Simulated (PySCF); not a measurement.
# C₂H₇NSSi, SMILES `C=N[SiH2]SC`: electronic structure

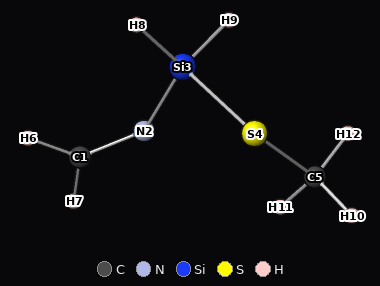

The molecule, with its atoms numbered as below. No frequency check shows the geometry to be a minimum.

Coordinates in Å:

```
C1       2.5165   -0.7418   -0.3847
N2       1.4623   -0.4578    0.2207
Si3      0.4433    0.9144    0.3744
S4      -1.3948    0.3085   -0.5606
C5      -1.7761   -1.1798    0.4140
H6       3.1056   -0.0380   -0.9773
H7       2.9024   -1.7571   -0.3283
H8       0.7538    2.1759   -0.2812
H9       0.2453    1.0066    1.8140
H10     -2.6671   -1.6212   -0.0199
H11     -0.9440   -1.8728    0.3535
H12     -1.9639   -0.8979    1.4454
```

## 1. Bonding charge

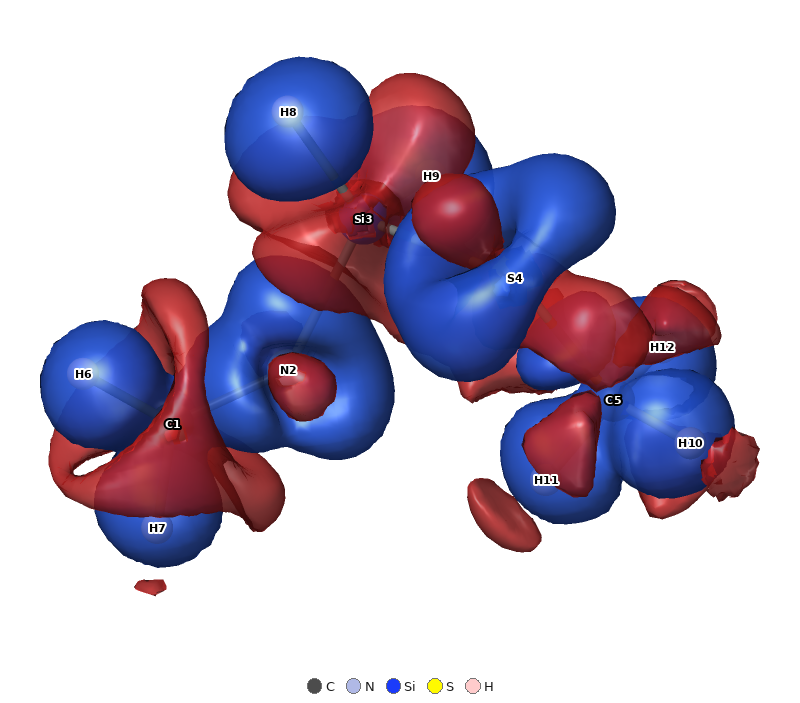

Deformation density (molecule less spherical, spin-averaged free atoms at the same positions), surfaces at ±0.04 e/Å³; blue: gain, red: loss.

Level of theory: PBE/aug-cc-pVDZ (PySCF), at a geometry from GFN2-xTB.

Question: Describe the bonding that the map shows.

Answer: The five largest and four smallest: C1–H7: +0.71 e/Å³ at the bond critical point (bond length 1.09 Å). C1–H6: +0.69 e/Å³ at the bond critical point (bond length 1.09 Å). C5–H11: +0.68 e/Å³ at the bond critical point (bond length 1.08 Å). C5–H12: +0.67 e/Å³ at the bond critical point (bond length 1.09 Å). C5–H10: +0.67 e/Å³ at the bond critical point (bond length 1.08 Å). Si3–H8: +0.17 e/Å³ at the bond critical point (bond length 1.46 Å). Si3–H9: +0.17 e/Å³ at the bond critical point (bond length 1.46 Å). N2–Si3: +0.07 e/Å³ at the bond critical point (bond length 1.72 Å); up to 0.6 Å beside the axis the gain reaches +0.38 e/Å³. Si3–S4: +0.06 e/Å³ at the bond critical point (bond length 2.15 Å); up to 0.6 Å beside the axis the gain reaches +0.21 e/Å³. In all, 2.7 electrons gather in the regions of gain relative to the promolecule. A small or negative value marks a very polar bond, one between electron-rich atoms, whose free-atom densities already overlap strongly, a long bond to a heavier atom, or a closed-shell contact such as a hydrogen bond.

Question: Where do the Hirshfeld charges lie?

Answer: The highest Hirshfeld charge is on Si3 (+0.31 e), the lowest on N2 (−0.21 e).

## 2. Local ionisation energy

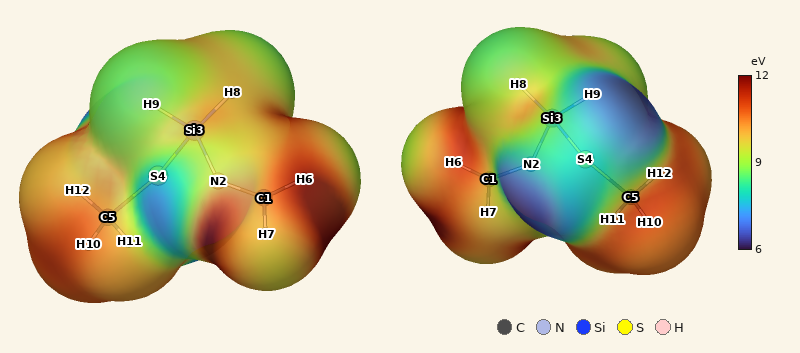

Average local ionisation energy on the surface of electron density 0.001 a.u. (back view left, front view right).

Question: Locate the minima of the map.

Answer: The lowest value is 6.3 eV, 2.3 Å from S4. Further minima include 6.3 eV, 2.3 Å from S4; 7.0 eV, near N2 (2.01 Å) and H11 (2.22 Å); 8.5 eV, 1.5 Å from H8. For comparison, the highest occupied orbital lies at −5.5 eV.

## 3. Excited states

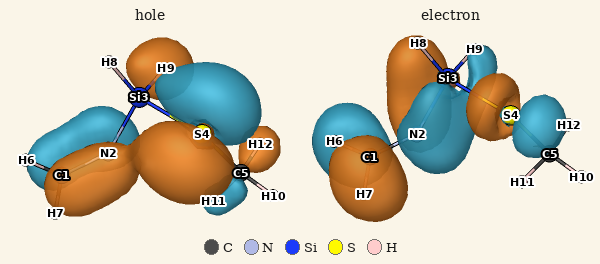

Leading natural transition orbital pair of T₃ (TDA triplet states); the surfaces enclose about 78 % of each orbital's density.

Computed with PySCF, CAM-B3LYP/def2-SVP, geometry: GFN2-xTB. Without diffuse functions Rydberg states are missing, so the states' numbers hold for this basis only.

Question: Give its energy and the atoms that hole and electron lie on.

Answer: 5.30 eV (234 nm), spin-forbidden from the singlet ground state; the leading pair carries 93 %; hole on S4 (48 %), N2 (18 %) and C1 (12 %), electron on C1 (35 %), N2 (24 %) and Si3 (15 %); their centroids lie 1.6 Å apart. In canonical orbitals it is mainly HOMO → LUMO (44 %). The HOMO–LUMO gap is 8.17 eV.
